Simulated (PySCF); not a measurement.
System: C$_{4}$H$_{6}$O$_{2}$S.

Input

```
{"job": {"kind": "nmr", "xc": "PBE0", "basis": "pcSseg-2"}, "charge": 0, "multiplicity": 1}
C      2.290291     0.689988    -0.612255
C      1.367150    -0.223443    -0.366269
S     -0.244130    -0.066935    -1.054078
O     -0.612265    -1.349651    -1.586969
O     -0.275641     1.112186    -1.874316
C     -1.234098     0.252153     0.364096
C     -2.111783    -0.643017     0.782823
H      3.299295     0.585261    -0.230415
H      2.053546     1.557467    -1.218284
H      1.524595    -1.124714     0.215094
H     -1.082740     1.228916     0.809278
H     -2.758278    -0.441896     1.629236
H     -2.209064    -1.594166     0.271311
```

Launched as:

```sh
OMP_NUM_THREADS=2 python probes_run.py task.json out
```

Geometry: PBE0-D3(BJ)/def2-TZVP.

Theory: PBE0/pcSseg-2, SCF density, gas phase, non-relativistic (PySCF 2.14.0).

**Predict the electron density and electron localisation function between the atoms.**

C–C (1.32 Å): the density is about 2.4 e/Å³ at the midpoint; the ELF peaks at about 0.90 between the atoms; a short, multiple covalent bond.
S–O (1.44 Å): the density is about 2.4 e/Å³ at the midpoint; the ELF peaks at about 0.80 between the atoms; a short, strongly polar bond.
C–S (1.76 Å): ρ is about 1.5 e/Å³ halfway; the ELF peaks at about 0.95 between the atoms (a shared electron pair).
C–H (1.08 Å): ρ is about 2.1 e/Å³ halfway; the ELF climbs to about 1 towards the hydrogen, as it does in any bond to H; a covalent bond by its length.

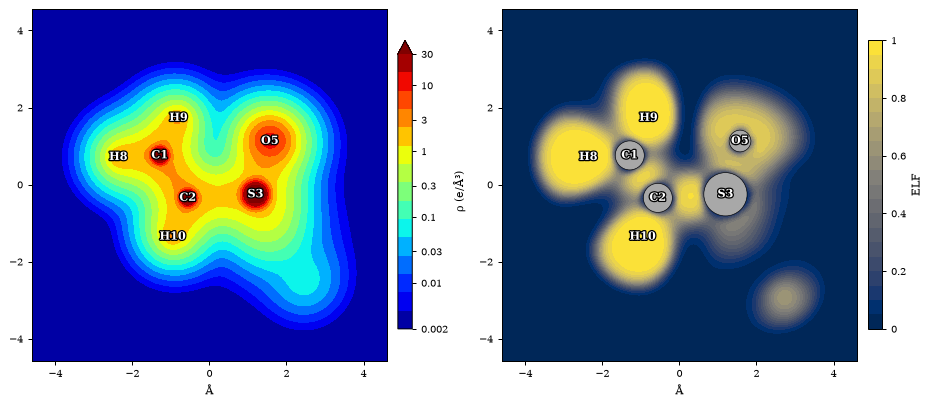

Computed electron density and electron localisation function on the plane of atoms C1, C2 and H10, in this order. Grey discs cover the atomic cores in the ELF map. 
